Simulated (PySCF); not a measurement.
```xyz
16

C     1.7632    0.4738   -0.1047
C     1.2148   -0.7753    0.5606
F     1.8905   -1.8803    0.0823
C    -0.3032   -1.0057    0.3252
O    -0.7292   -0.5473   -0.9261
C    -1.4317    0.6114   -0.7302
C    -1.7223    0.7537    0.7239
O    -1.0624   -0.3586    1.3125
H     1.2786    1.3548    0.3054
H     2.8336    0.5368    0.0737
H     1.5849    0.4294   -1.1763
H     1.3775   -0.7639    1.6457
H    -0.4844   -2.0910    0.3799
H    -2.0947    0.8845   -1.5277
H    -1.3281    1.6891    1.1508
H    -2.7947    0.6975    0.9636
```

Geometry: GFN2-xTB.

Method: UKS B3LYP, pcH-1 on C F H O, non-relativistic, mean-field spin-orbit, GIAO (PySCF).

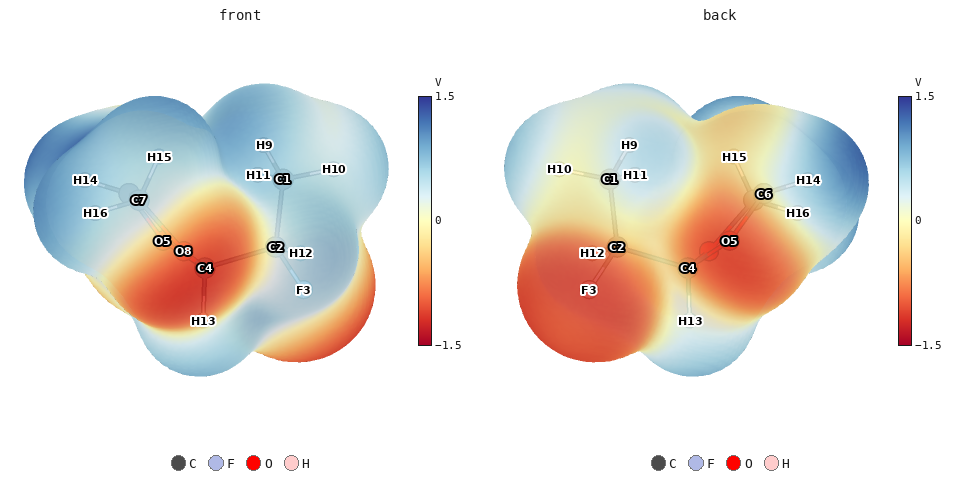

C5H8FO2 (doublet). The electrostatic potential painted on the density surface at 0.002 e/bohr³, seen from the front and from behind; red is negative and blue positive.

Describe the electrostatic potential map.

Answer. The most negative region (about −1.2 V) lies over O8, the most positive (about +1.2 V) over C6, C7 and H14. O8 is the likeliest acceptor of a hydrogen bond.
